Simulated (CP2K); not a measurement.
**GFN2-xTB run of GeSiH4O (SMILES [SiH3][O][GeH])**

Aim: the vertical ionisation energy of GeSiH4O at GFN2-xTB, from 2 runs. 

The results are computed with CP2K 2026.2.

1 further run of the same task is left out (set aside as unsound or not needed).

### Step 1. The system as given

The species is GeSiH4O (7 atoms), meant as a singlet with charge 0. As SMILES, `[SiH3][O][GeH]`. The shape is that of a PBE0-D4/def2-TZVP optimisation. This is one conformer, not always the lowest.

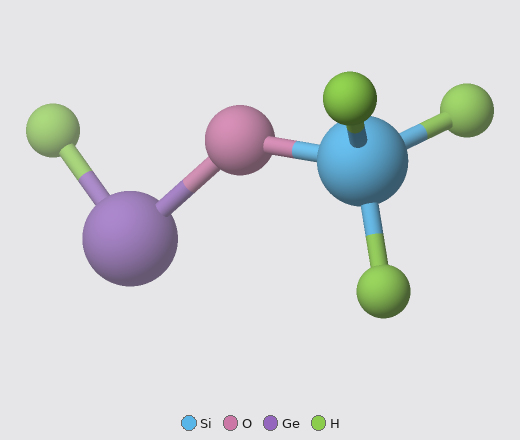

The structure, seen from a chosen angle (silicon blue, oxygen pink, germanium purple, hydrogen green).

### Step 2. Energy and gradient at GFN2-xTB

File molecule.xyz:

```xyz
7

Si    -0.741700     0.650900    -0.296500
O      0.533500    -0.139300     0.373700
Ge     1.261400    -1.756200     0.134200
H     -1.409200    -0.197600    -1.323800
H     -0.260900     1.901300    -0.937500
H     -1.722500     0.988100     0.766400
H      2.400800    -1.515100     1.238000
```

File mol.inp:

```
&GLOBAL
  PROJECT mol
  RUN_TYPE ENERGY_FORCE
  PRINT_LEVEL MEDIUM
&END

&FORCE_EVAL
  METHOD QS
  &DFT
    # Quickstep
    &QS
      METHOD XTB
      EPS_DEFAULT 1.0E-10
      &XTB
        GFN_TYPE TBLITE
        &TBLITE
          METHOD GFN2
        &END
        CHECK_ATOMIC_CHARGES F
      &END
    &END
    &POISSON
      PERIODIC NONE
      POISSON_SOLVER ANALYTIC
    &END
    &SCF
      SCF_GUESS ATOMIC
      EPS_SCF 1.0E-07
      MAX_SCF 150
      ADDED_MOS 2
      &DIAGONALIZATION
        ALGORITHM STANDARD
      &END
      &MIXING
        METHOD DIRECT_P_MIXING
        ALPHA 0.4
      &END
      &SMEAR ON
        METHOD FERMI_DIRAC
        ELECTRONIC_TEMPERATURE [K] 300
      &END
    &END
    # extra output
    &PRINT
      &MOMENTS
        PERIODIC F
        REFERENCE COM
        MAX_MOMENT 1
      &END
      &MO ON
        ENERGIES T
        OCCUPATION_NUMBERS T
        NDIGITS 6
        &EACH
          QS_SCF 0
        &END
        ADD_LAST NUMERIC
      &END
      &HIRSHFELD OFF
      &END
    &END
  &END
  # structure
  &SUBSYS
    &CELL
      ABC 12.1 11.7 10.6
      PERIODIC NONE
    &END
    &TOPOLOGY
      COORD_FILE_NAME molecule.xyz
      COORD_FILE_FORMAT XYZ
      &CENTER_COORDINATES
      &END
    &END
  &END
  # extra output
  &PRINT
    &FORCES ON
    &END
  &END
&END
```

Started as:

```console
$ OMP_NUM_THREADS=1 cp2k.psmp -i mol.inp -o mol.out
```

What it wrote:

```text
CP2K| version string:                                       CP2K version 2026.2
[...]
 GLOBAL| Method name                                                        CP2K
[...]
 GLOBAL| Run type                                                   ENERGY_FORCE
[...]
                             - Atoms:                                          7
[...]
                             - Spherical basis functions:                     26
[...]
 Number of electrons:                                                         18
[...]
  *** SCF run converged in    18 steps ***
[...]
  Fermi energy:                                                -0.29666010832889
[...]
 TB_DIPOLE| Moment [Debye]         -0.82210435      -1.23529258      -1.36252120
 TB_DIPOLE| Derivative [a.u.]       0.00000000       0.00000000       0.00000000
[...]
 ENERGY| Total FORCE_EVAL ( QS ) energy [hartree]             -9.847832946876784
 FORCES| Atomic forces [hartree/bohr]
 FORCES|   Atom     x               y               z               |f|
 FORCES|      1 -4.60942516E-03  5.86690847E-03 -8.35936801E-04   7.50774304E-03
 FORCES|      2 -8.01430281E-03  1.69770510E-03 -5.95385605E-03   1.01271740E-02
 FORCES|      3 -5.63038864E-03 -2.22952925E-03 -6.00841320E-03   8.53071545E-03
 FORCES|      4  3.56549760E-03  2.97223680E-03  4.65255931E-03   6.57215892E-03
 FORCES|      5  1.19439684E-03 -7.68665723E-03  3.79067023E-03   8.65334987E-03
 FORCES|      6  7.02180593E-03 -4.03406609E-03 -3.00635102E-03   8.63814761E-03
 FORCES|      7  6.47241624E-03  3.41340220E-03  7.36132754E-03   1.03794330E-02
 FORCES| Sum    -4.33680869E-17 -2.99239800E-17 -1.73472348E-17
 FORCES| Total atomic force                                       5.54721740E-17
[...]
```

Run time: 0.9 s. Hardware: 1 thread of Intel Xeon 6975P-C (Granite Rapids), shared host; peak memory 0.19 GiB.

### Step 3. The doublet cation

molecule.xyz is that of step 2.

File run.inp:

```
&GLOBAL
 PROJECT run
 RUN_TYPE ENERGY_FORCE
 PRINT_LEVEL MEDIUM
&END GLOBAL

&FORCE_EVAL
 METHOD QUICKSTEP
 &DFT
  CHARGE 1
  MULTIPLICITY 2
  UKS T
  ! Quickstep
  &QS
   METHOD XTB
   EPS_DEFAULT 1.0E-10
   &XTB
    GFN_TYPE TBLITE
    &TBLITE
     METHOD GFN2
    &END TBLITE
    CHECK_ATOMIC_CHARGES F
   &END XTB
  &END QS
  ! cluster boundary conditions
  &POISSON
   PERIODIC NONE
   POISSON_SOLVER ANALYTIC
  &END POISSON
  ! self-consistent field
  &SCF
   SCF_GUESS ATOMIC
   EPS_SCF 1.0E-07
   MAX_SCF 150
   ADDED_MOS 2
   &DIAGONALIZATION
    ALGORITHM STANDARD
   &END DIAGONALIZATION
   &MIXING
    METHOD DIRECT_P_MIXING
    ALPHA 0.4
   &END MIXING
   &SMEAR ON
    METHOD FERMI_DIRAC
    ELECTRONIC_TEMPERATURE [K] 300
   &END SMEAR
  &END SCF
  ! extra output
  &PRINT
   &MOMENTS
    PERIODIC F
    REFERENCE COM
    MAX_MOMENT 1
   &END MOMENTS
   &MO ON
    ENERGIES T
    OCCUPATION_NUMBERS T
    NDIGITS 6
    &EACH
     QS_SCF 0
    &END EACH
    ADD_LAST NUMERIC
   &END MO
   &HIRSHFELD OFF
   &END HIRSHFELD
  &END PRINT
 &END DFT
 &SUBSYS
  &CELL
   ABC 12.1 11.7 10.6
   PERIODIC NONE
  &END CELL
  &TOPOLOGY
   COORD_FILE_NAME molecule.xyz
   COORD_FILE_FORMAT XYZ
   &CENTER_COORDINATES
   &END CENTER_COORDINATES
  &END TOPOLOGY
 &END SUBSYS
 &PRINT
  &FORCES ON
  &END FORCES
 &END PRINT
&END FORCE_EVAL
```

Started as:

```console
$ OMP_NUM_THREADS=1 cp2k.psmp -i run.inp -o run.out
```

What it wrote:

```text
CP2K| version string:                                       CP2K version 2026.2
[...]
 GLOBAL| Method name                                                        CP2K
[...]
 GLOBAL| Run type                                                   ENERGY_FORCE
[...]
                             - Atoms:                                          7
[...]
                             - Spherical basis functions:                     26
[...]
 Number of electrons:                                                          9
[...]
  *** SCF run converged in    26 steps ***
[...]
  Fermi energy:                                                -0.59780568991065
[...]
 TB_DIPOLE| Moment [Debye]         -1.99146596       1.50625187      -0.90472146
 TB_DIPOLE| Derivative [a.u.]       0.00000000       0.00000000       0.00000000
[...]
 ENERGY| Total FORCE_EVAL ( QS ) energy [hartree]             -9.356300152451920
 FORCES| Atomic forces [hartree/bohr]
 FORCES|   Atom     x               y               z               |f|
 FORCES|      1 -1.64216782E-02  2.66334741E-02  2.33790476E-04   3.12900642E-02
 FORCES|      2  4.71816242E-03 -2.55535632E-02 -9.60983426E-03   2.77054970E-02
 FORCES|      3 -1.05032617E-02  1.13936659E-02 -2.90002804E-03   1.57652875E-02
 FORCES|      4  2.29451788E-03 -3.31829481E-03  1.58888886E-04   4.03746684E-03
 FORCES|      5  3.62806553E-03 -6.38406443E-03  1.77062898E-03   7.55342738E-03
 FORCES|      6  5.40943750E-03 -5.27232613E-03 -2.90256620E-04   7.55934427E-03
 FORCES|      7  1.08747566E-02  2.50110855E-03  1.06368106E-02   1.54161479E-02
 FORCES| Sum    -2.25514052E-17 -2.42861287E-17 -1.05818132E-16
 FORCES| Total atomic force                                       1.10886694E-16
[...]
```

Run time: 0.95 s. Hardware: 1 thread of Intel Xeon 6975P-C (Granite Rapids), shared host; peak memory 0.19 GiB.

### Step 4. What came out

At GFN2-xTB:

| quantity | value |
| --- | --- |
| singlet GeSiH4O: total energy | -9.84783 Eh |
| singlet GeSiH4O: dipole moment (from atomic charges alone) | 2.01 D |
| singlet GeSiH4O: HOMO energy | -10.37 eV |
| singlet GeSiH4O: LUMO energy | -7.18 eV |
| singlet GeSiH4O: HOMO–LUMO gap | 3.19 eV |
| singlet GeSiH4O: largest force on an atom | 0.534 eV/Å |
| doublet cation: total energy | -9.35630 Eh |
| doublet cation: HOMO energy (highest over α and β) | -16.33 eV |
| doublet cation: LUMO energy (lowest over α and β) | -16.20 eV |
| doublet cation: largest force on an atom | 1.609 eV/Å |
| vertical ionisation energy (to the doublet cation) | 13.375 eV |

In words: Removing an electron at fixed nuclei costs 13.38 eV (308 kcal/mol). The largest force (singlet GeSiH4O) is 0.53 eV/Å: the shape isn't a stationary point for this species at this level. No empirical shift is applied, and without it xTB methods put this difference several eV too high. The dipole (singlet GeSiH4O) comes from point charges on the atoms alone, without atomic dipoles, so it is partial.
